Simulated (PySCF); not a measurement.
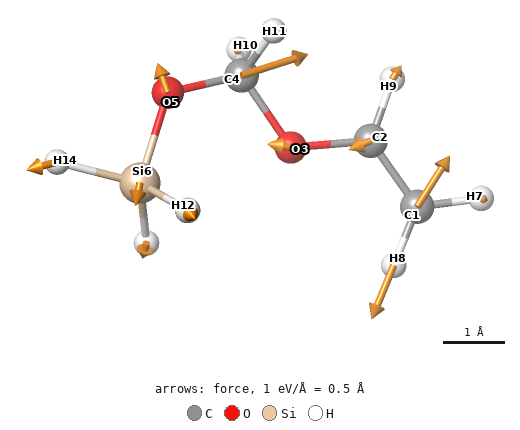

Starting geometry of C3H8O2Si with the computed forces as orange arrows. The picture is a ball-and-stick view, seen from a free direction.

The start comes from GFN2-xTB. Its atoms were then displaced at random by about 0.01 Å.

Level of theory: PBE0-D3(BJ)/def2-SVP geometry optimisation, gas phase in PySCF. 

### What follows when this structure is relaxed?

It isn't relaxed: the largest force vector, on a C atom, is 2.50 eV/Å. The final displacements have little in common with the starting forces (cosine between the two patterns −0.12). The largest move after the best rigid fit is that of an H atom, 1.13 Å. Largest moves by element: H 1.13 Å, O 0.79 Å, C 0.45 Å, Si 0.21 Å. Near-neighbour distances that change, for instance: O–Si 2.736 → 3.062 Å, C–O 1.328 → 1.384 Å, O–Si 1.631 → 1.682 Å, C–H 1.044 → 1.092 Å. Among the angles between lasting bonds that change: O–Si–H 96.8° → 105.4°, O–C–H 111.5° → 107.6°, H–Si–H 114.0° → 110.5°. Groups turn about C–O by about 100°, C–O by about 55°. Over 31 geometry steps the energy falls by 8.98 kcal/mol. The run took 3.4 min on 1 thread of Arm Neoverse V1, on a shared host.
